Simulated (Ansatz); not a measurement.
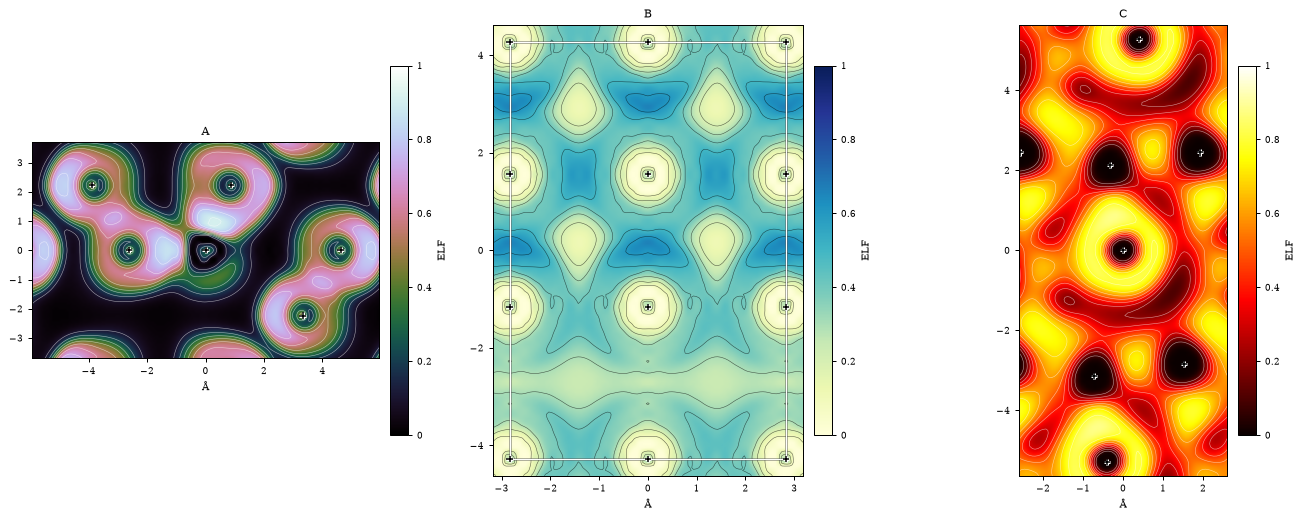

The ELF of 3 systems, each on a plane through atoms (crosses mark nuclei in the plane).

Theory: DFT PBE, scalar-relativistic, plane waves, PAW (Ansatz 0.2.0).

System 1: NiGe3, the (100) plane of the calculation cell. Space group P4/mmm; a generated structure, not necessarily the stable one; the program warned that a starting moment wasn't kept; spin-polarised, but the moments vanished.

System 2: AlAs5, the (110) plane of the conventional cell. Space group P3m1; a generated structure, not necessarily the stable one.

```xyz
6
Lattice="3.8610 0.0000 0.0000 -1.9305 3.3437 0.0000 0.0000 0.0000 11.1893" Properties=species:S:1:pos:R:3 pbc="T T T"
Al    0.0000    0.0000   11.0815
As    0.0000    2.2292    0.7526
As    0.0000    0.0000    8.4697
As    0.0000    2.2292    7.2093
As    1.9305    1.1146    3.2117
As    0.0000    0.0000    4.5104
```

System 3: Be7S, the (100) plane of the conventional cell. Space group P1; a generated structure, not necessarily the stable one.

```
CELL_PARAMETERS angstrom
3.58822 0.00015 -0.00139
0.09132 4.50826 -0.00280
1.76824 0.36756 4.98384
ATOMIC_POSITIONS crystal
Be 0.46979 0.57505 0.94325
Be 0.91164 0.79440 0.05205
Be 0.65834 0.74811 0.52766
Be 0.06848 0.50814 0.70918
Be 0.87946 0.28877 0.11074
Be 0.27551 0.85936 0.28272
Be 0.48803 0.08142 0.88109
S 0.45009 0.18934 0.48435
```

### Match each panel to its system.

Panel A is system 2, AlAs5: the plane holds Al and As. Al–As (2.39 Å): the ELF peaks at about 0.90 between the atoms. Panel B is system 1, NiGe3: the plane holds Ge. Ge–Ge (2.71 Å): the ELF peaks at about 0.65 between the atoms. Panel C is system 3, Be7S: the plane holds Be and S.
